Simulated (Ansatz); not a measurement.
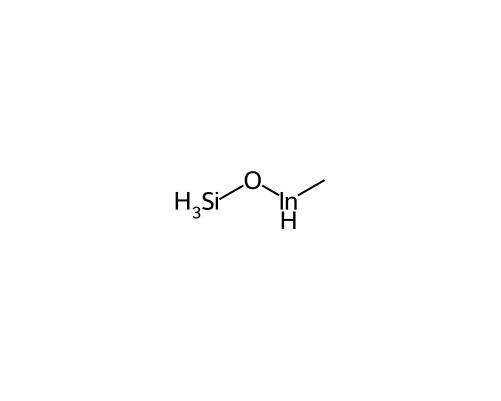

The drawing above gives the connectivity. The computed structure is the end point of a PBE0-D4/def2-TZVP optimisation.

What does the molecule look like in three dimensions?

The molecule is CH₇InOSi. Its SMILES string is `[CH3][InH][O][SiH3]`. Among its groups: Si–H bond, Si–O bond. The point group is C1. Coordination: 1 C tetrahedral; 1 In trigonal planar; 1 O bent; 1 Si tetrahedral.

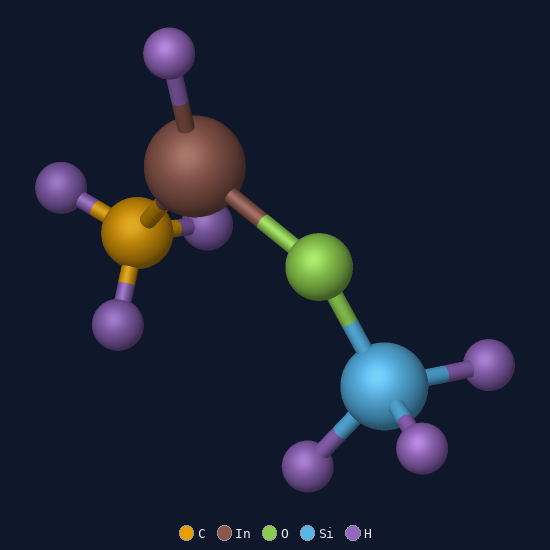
